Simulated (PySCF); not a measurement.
C3H10SSi, SMILES CC(C)[SiH2]S at its GFN2-xTB optimised geometry (Å):

```
15

C     -0.4098    -1.1518     1.1927
C      0.1221    -0.3627     0.0000
C      1.6502    -0.3627     0.0000
Si    -0.5802     1.4037     0.0000
S      0.1997     2.3807    -1.7542
H     -1.4967    -1.1896     1.1826
H     -0.0950    -0.6923     2.1274
H     -0.0324    -2.1733     1.1745
H     -0.2104    -0.8701    -0.9132
H      2.0352     0.1100     0.9018
H      2.0374     0.1764    -0.8621
H      2.0314    -1.3826    -0.0366
H     -0.1415     2.1733     1.1628
H     -2.0374     1.4147    -0.1089
H     -0.4844     3.5025    -1.6064
```

Level of theory: PySCF with PBE0/def2-TZVP. Cells within 0.4 Å of a nucleus heavier than hydrogen are left out (blank, or x).

Map of the log10 of the electron density (e/bohr³), floored at −4 on the plane z = 0.0 Å:

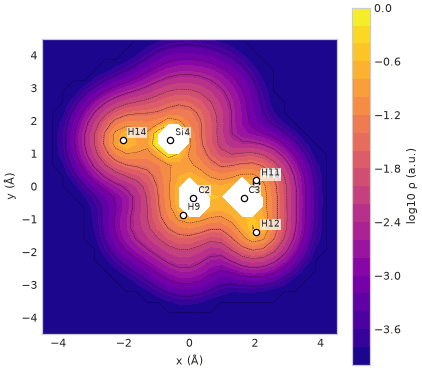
Fig. 1. Log10 of the electron density (e/bohr³), floored at −4 on the plane z = 0.0 Å.
